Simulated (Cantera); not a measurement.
Input: 1 mol AlBr3, 2.5 mol O2, 2.4 mol H2, 21 mol N2, held at 13.0 mbar.

Cantera equilibrium calculation (NASA polynomials, part measured and part estimated; ideal gas, pure solids and liquids). Candidate condensed phases: Al, AlBr3, AlN, Al2O3, Br2, H2O; 41 gas species. Kinetics and transport are ignored.

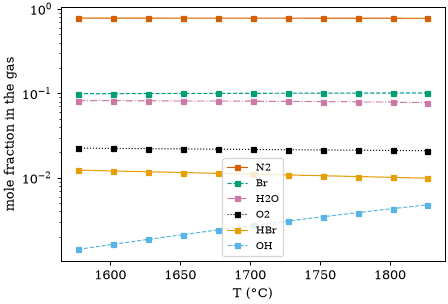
Fig. 1. Equilibrium gas composition (values under 1e-9 drawn at 1e-9)

Question: Read off the mole fractions at 1627 °C.

Answer: N2 about 0.78, Br about 0.100, H2O about 0.082, O2 about 0.022, HBr about 0.012, OH about 0.0019.
